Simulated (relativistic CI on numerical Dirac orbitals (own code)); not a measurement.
Relativistic CI calculation for Ir⁴⁺

System: Ir⁴⁺.
Method: Dirac-Coulomb-Breit CI, KLI orbitals optimised for each configuration, model QED (radiative potential, 1s self-energy scaled to tabulated hydrogen-like ionisation energies), valence Slater integrals scaled by 0.9, multiplet model of photoemission in the sudden approximation (relativistic CI on numerical Dirac orbitals, in-house).

### The input
```
atom Ir  Z=77  charge=4  electrons=73
nucleus A=193  rms_radius_fm=5.4032
hamiltonian dirac-coulomb  breit=on  qed=on  c_scale=1
orbitals kli  potential=per-configuration
slater_scale 0.9
correlation none
mixing on
configurations
  [Xe] 4f14 5d5
  [Xe] 4f14 5d4
end
photoemission 5d valence T=300 lorentz=0.3 gauss=0.5
crystal_field free
```

The program writes its results to a structured record and prints no log; tables and figures of this report are taken from that record.

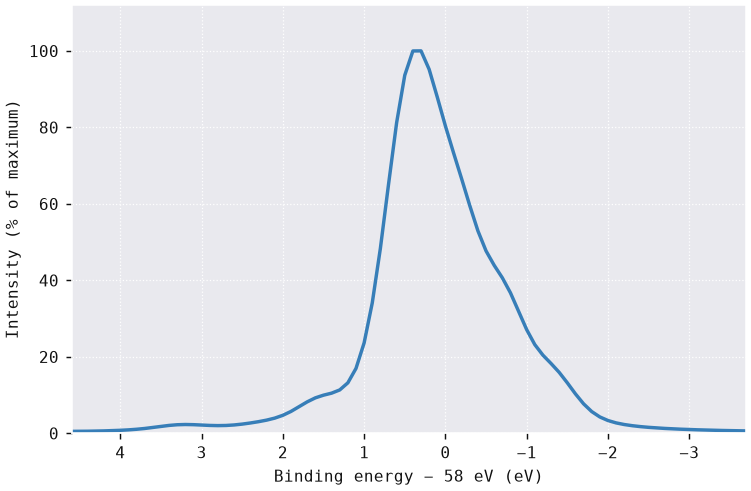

Figure 1. 5d valence photoemission of Ir⁴⁺, [Xe] 4f¹⁴ 5d⁵, in no crystal field (free ion). Multiplet model: relativistic Dirac–Coulomb–Breit theory, one configuration a step, Slater integrals scaled by 0.9, 300 K, Voigt broadening (Lorentzian 0.3 eV, Gaussian 0.5 eV full widths), computed with a radial Dirac CI code. The main maxima lie at 58.3 eV (100), heights in % of the largest; the centroid is at 58.1 eV. The ground state has S = 2.39.

### Key numbers

- outcome: converged
- hardware: 1 CPU thread, shared host

### Notes

To bear in mind: free-ion energies without screening by ligands, so binding energies differ from solids by tens of eV.
